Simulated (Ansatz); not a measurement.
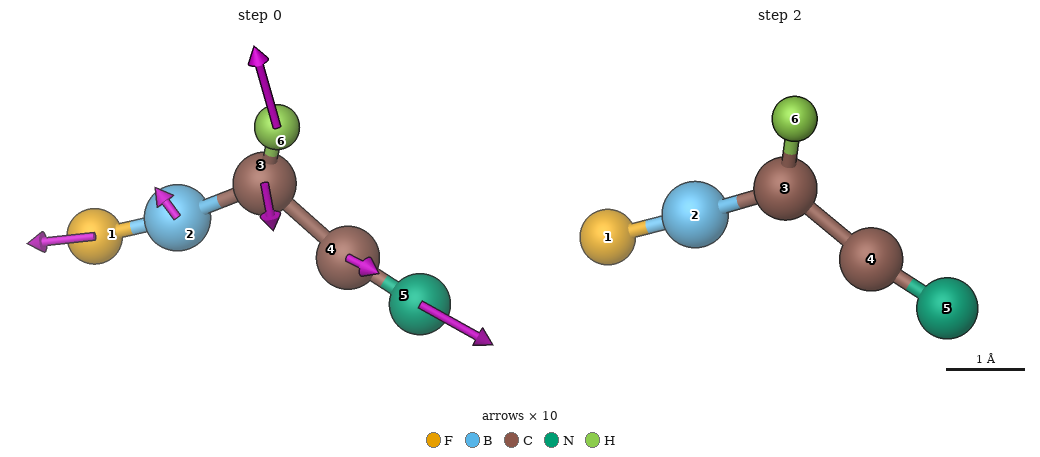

The structure of C$_{2}$HBFN before (left) and after (right) a relaxation, at one scale. The purple arrows give the displacements, magnified 10 times.

The picture is a ball-and-stick view, seen at a tilt.

Level of theory: Ansatz 0.2.0, UKS rPW86-PBE-rvv10/def2-mTZVPP.

The input:
```yaml
crystal:
  periodic: [false, false, false]
  atoms:
    - {symbol: F, position_ang: [2.303147, -0.510003, 0.325351]}
    - {symbol: B, position_ang: [1.126803, -0.233997, 0.307845]}
    - {symbol: C, position_ang: [-0.182796, 0.300546, 0.408393]}
    - {symbol: C, position_ang: [-1.049781, -0.317465, -0.572735]}
    - {symbol: N, position_ang: [-1.871755, -0.617773, -1.257353]}
    - {symbol: H, position_ang: [-0.575264, 1.006019, 0.919413]}
basis:
  gaussian: {orbitals: def2-mTZVPP, nuclear_model: gaussian}
magnetization: {spin_polarized: true, initial_magnetization: 0}
hamiltonian: {xc: {name: rPW86-PBE}, dispersion: rvv10}
relax: {f_tol: 0.001, max_steps: 3}
output: {forces: true}
```

Launched with:
```bash
ansatz run in.yaml --threads 2 --pin off --events-out ev --progress --plain --max-ram 4352MiB
```

### Describe what moved and what it gained.

The relaxation stopped without meeting its thresholds, so the last structure isn't shown to be converged. The input was poor on purpose: steps. After 2 geometry steps the energy has fallen by 20.8 kcal/mol. Largest force component: 6.3 eV/Å at the start, 0.97 eV/Å at the end. The atom that moves furthest after the best rigid fit is H6 (0.12 Å). By element the largest moves are H 0.12 Å, N 0.11 Å, F 0.10 Å, C 0.07 Å, B 0.05 Å. Near-neighbour distances that change, for instance: C3–H6 0.955 → 1.131 Å, F1–B2 1.208 → 1.284 Å, C4–N5 1.111 → 1.172 Å, B2–C3 1.418 → 1.410 Å. Among the angles between lasting bonds that change: B2–C3–H6 134.1° → 125.4°, B2–C3–C4 110.1° → 117.7°, F1–B2–C3 169.8° → 174.1°.
